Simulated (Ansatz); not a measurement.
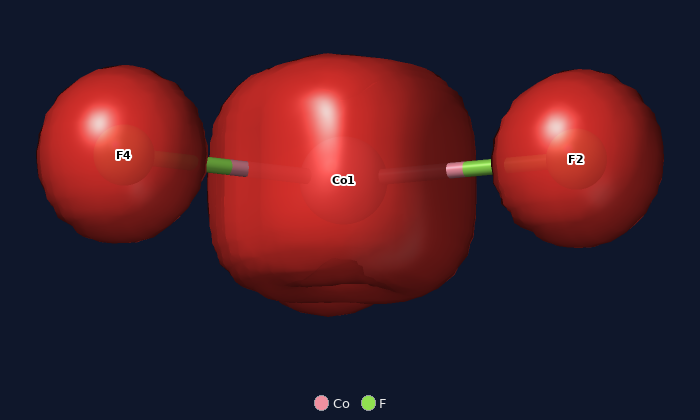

Figure 1: CoF$_{3}$ (quintet). Isosurface of the spin density (α minus β) at +0.1 e/Å³ (red), seen from one side.

Geometry: PBE0-D4/def2-TZVP.

All numbers below come from UKS PBE0-D4/def2-TZVP in Ansatz 0.2.0.

Which atoms carry the spin?

Answer. The unpaired spin (4 electrons) lies mostly on Co1 (about 3.1), F2 (about 0.3), F3 (about 0.3) and F4 (about 0.3), in electrons by Hirshfeld's partition.
